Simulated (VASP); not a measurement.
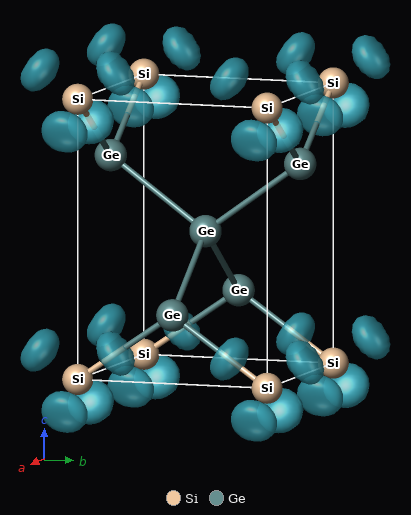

*SiGe3. Isosurface of the electron localisation function at 0.85 (cyan), seen slightly off an axis. Core shells and regions of very low density are left out. Sticks mark near contacts.*

Space group P-4m2; a generated structure, not necessarily the stable one; changed on purpose from its base cell (hydrostatic strain +2.6%); computed pressure about −3 GPa in this cell.

These are results of VASP 6.6.1, Kohn-Sham DFT of a periodic cell, PBE, VASP PAW PBE potentials, recommended, not measurements.

In a PAW calculation such maps are meaningful between the atoms, not at the nuclei.

```
Si Ge
1.0
     4.07392    0.00000    0.00000
     0.00000    4.07392    0.00000
     0.00000    0.00000    5.74052
Si Ge
1 3
Direct
  0.00000 0.00000 0.00000
  0.00000 0.50000 0.24429
  0.50000 0.50000 0.50000
  0.50000 0.00000 0.75571
```

Q: What do the ELF domains correspond to?

A: The ELF exceeds this value in four regions between bonded Ge–Si atoms (shared pairs), counted in one cell of 4 atoms. Any copies at cell faces, edges or corners count once.

Values along the shortest contacts:
Si–Ge (2.47 Å): the ELF peaks at about 0.90 between the atoms, as expected for a covalent bond. Ge–Ge (2.51 Å): the ELF peaks at about 0.80 between the atoms (a covalent bond).
